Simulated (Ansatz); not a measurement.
```xyz
6

B     0.8753   -0.5255   -1.2296
Cl    2.6761   -0.8000   -0.8522
F    -1.9014    0.0447   -0.4198
F     0.6508   -0.6268   -2.5608
Si   -0.2964    0.2890    0.1589
H    -0.2038   -0.8162    1.2113
```

Geometry: r2SCAN-D4/def2-SVPD.

Level of theory: isolated molecule in a Gaussian basis; Kohn-Sham density functional theory, functional PBE0 (Ansatz 0.2.0).

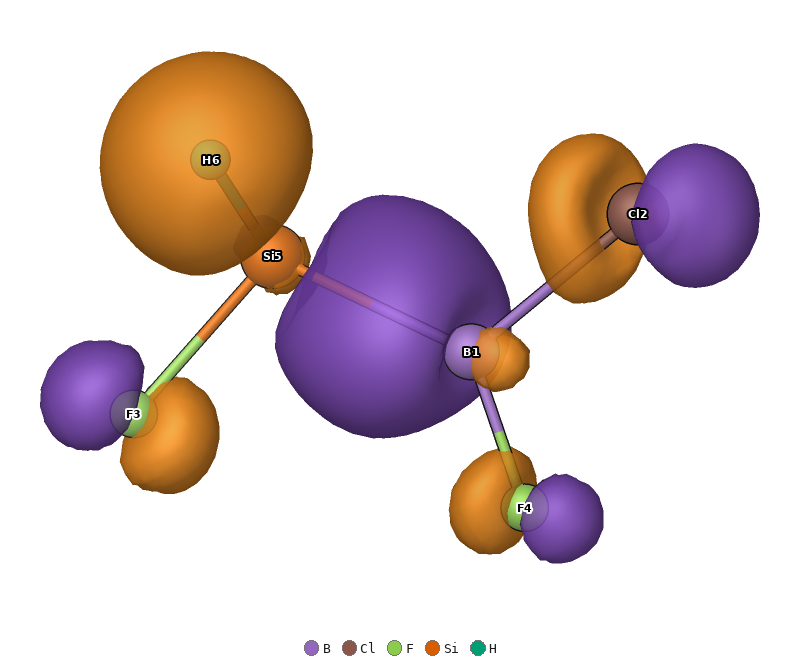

BClF2HSi (SMILES F/[SiH]=[B-](\F)Cl) (charge −1). The HOMO−1 at ±0.15 Å⁻³ᐟ² (orange and purple are the two phases), seen at an oblique angle.

> What is the character of this orbital?

Its weight (Hirshfeld) is mainly on Si5 (about 30 %), B1 (about 20 %), H6 (about 20 %), Cl2 (about 10 %) and F3 (about 10 %). Its energy is −3.41 eV.
